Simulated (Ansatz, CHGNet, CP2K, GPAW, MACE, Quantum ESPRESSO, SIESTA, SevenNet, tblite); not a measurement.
## Ge(100) slab, H on both faces (90 atoms): runs against a plane-wave reference

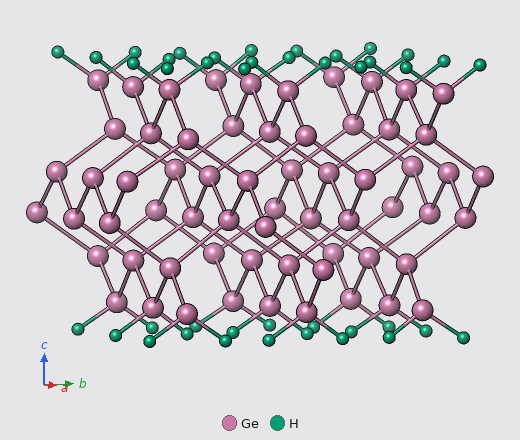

The cell (germanium pink, hydrogen teal). Bonds to atoms that aren't drawn are left out. Some periodic images of atoms are drawn too.

The cell holds 90 atoms: 54 Ge and 36 H. Cell: a = 12.002 Å, b = 12.002 Å, c = 20.839 Å, α = 90.0°, β = 90.0°, γ = 90.0°. It derives from Ge (diamond-structure). Diamond-structure Ge (a = 5.658 Å), (100) slab of 6 atomic planes, 3 x 3 surface cells, H on the broken bonds of both faces, 12 Å of vacuum; displaced by a Gaussian of 0.02 Å. Then every atom was moved at random, 0.03 Å r.m.s. a Cartesian component (hydrogen 0.6 of that). Regions: slab, 54 atoms (54 Ge); hydrogen, 36 atoms (36 H). Vacuum lies along c.

Geometry: as built.

The reference, a calculation:

- method: Kohn-Sham DFT, PBE, SSSP efficiency 1.3.0 pseudopotentials, plane waves (Quantum ESPRESSO 7.5); sssp-pbe-1.3.0-efficiency, cutoffs 45/360 Ry, Γ point
- r.m.s. force component: 0.5675 eV/Å
- longest force: 3.336 eV/Å
- gap (highest filled to lowest empty level): 1.209 eV
- time: 5.9 min on 4 MPI ranks of Arm Neoverse V2, shared host
- CPU time: 23 min

Runs, in no order:
A. SIESTA PBE, TZP, shift 0.01 Ry, mesh 300 Ry: Kohn-Sham DFT, PBE, PseudoDojo 0.4.1 norm-conserving pseudopotentials (converted to PSML), numerical atomic orbitals (TZP), diagonalisation
B. tblite GFN1-xTB: GFN1-xTB tight binding, diagonalisation
C. GPAW PBE, LCAO sz(dzp), h 0.2 Å: Kohn-Sham DFT, PBE, PAW, atomic orbitals (sz(dzp))
D. CP2K PBE, TZV2P-UZH, 450/50 Ry, OT DIIS: Kohn-Sham DFT, PBE, GTH-PBE pseudopotentials, Gaussian and plane waves, TZV2P-MOLOPT (UZH set), orbital transformation

Q: Order them from the smallest to the largest r.m.s. force difference.

D, A, B, C.

```tsv
run	Δ force, r.m.s. (meV/Å)	share of r.m.s. force (%)	CPU time
D. CP2K PBE, TZV2P-UZH, 450/50 Ry, OT DIIS	20.5	3.61	9.8 min
A. SIESTA PBE, TZP, shift 0.01 Ry, mesh 300 Ry	75.1	13.2	4.8 min
B. tblite GFN1-xTB	362	63.7	3.7 s
C. GPAW PBE, LCAO sz(dzp), h 0.2 Å	682	120	39 s
```

Periodic xTB results under one method name differ between programs and library versions. The electronic-structure runs sample only Γ, in a cell whose shortest periodic width is 12 Å.

[Logs are printed without paths, hosts, clocks, repeated set-up lines and the standing remarks that a program may print on its own settings, such as how far it seeks lower states.]

[Hosts, paths, dates, database ids (printed as entryN), source tags and the programs' standing remarks are cut or masked in the printed files.]
